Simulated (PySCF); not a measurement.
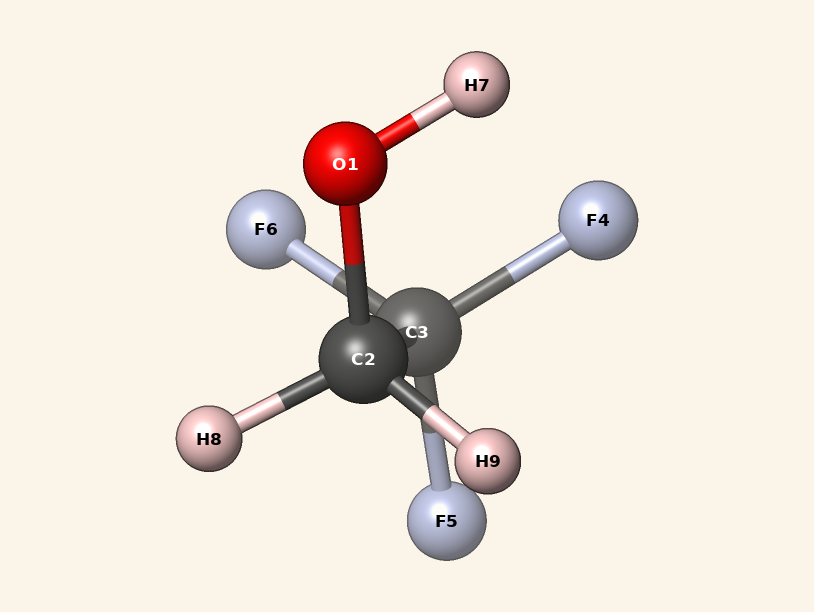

C3 lies behind C2. The molecule seen a little off the C2–C3 bond, C2 in front. Depth is shown by fading: the farther an atom, the more it takes the colour of the background. Computed geometry: GFN2-xTB optimisation. No frequency run is at hand to confirm it as a minimum.

Q: What is the torsion angle O1–C2–C3–F4? The sign is positive where the front bond must turn clockwise to cover the back bond.

A: 57°, synclinal (gauche). The bonds about C2–C3 are staggered.
